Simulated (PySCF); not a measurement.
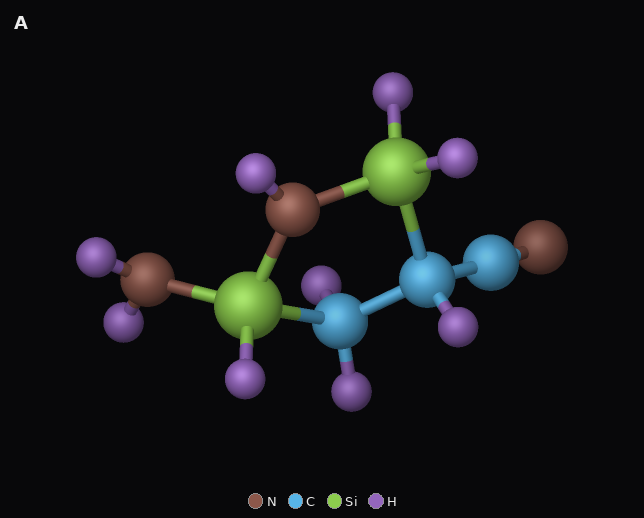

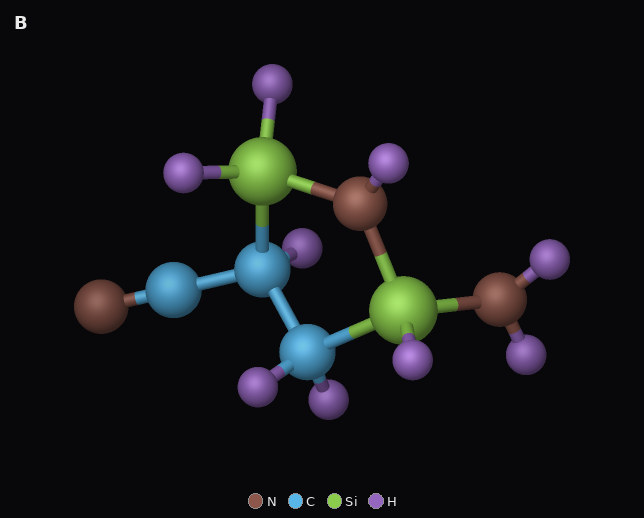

2 stationary structures of one formula. Geometries: GFN2-xTB. Electronic energies: PBE0/pcSseg-1 (PySCF 2.14.0), without zero-point energy. No frequency run is at hand to confirm each as a minimum.

### Rank them by energy, lowest first.

B is lowest; A lies 1.2 kcal/mol above it. A is `N#C[C@@H]1C[Si@H](N)N[SiH2]1`, B is `N#C[C@@H]1C[Si@@H](N)N[SiH2]1`.

The geometry is semi-empirical. Around Si such bond lengths and angles can be off by a tenth of an ångström or more and by several degrees, and values that hang on the shape move with them.
